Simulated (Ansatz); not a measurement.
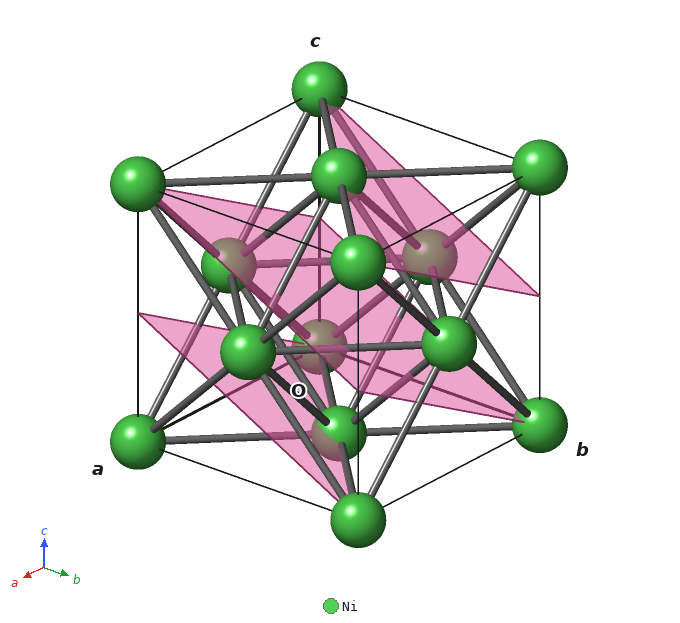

For Ni, the input geometry of an electronic-structure calculation (not necessarily at equilibrium): every member of one family of equally spaced planes, hx + ky + lz = a whole number, that cuts the unit cell is shaded (one member passes through the origin O). Geometry calculated from the standardised cell; symmetry tolerance 0.002 Å.

a = 3.581 Å, b = 3.581 Å, c = 3.581 Å, α = 90.00°, β = 90.00°, γ = 90.00°.

> Which (hkl) family is drawn?

(1 −1 −2); the opposite sign names the same planes. The member next to the origin meets the axes a at 1, b at −1, c at −1/2.

> What is the spacing?

d = 1.462 Å.

> Which atoms of the cell lie in these planes (within 0.03 Å)?

2 of the 4 Ni.
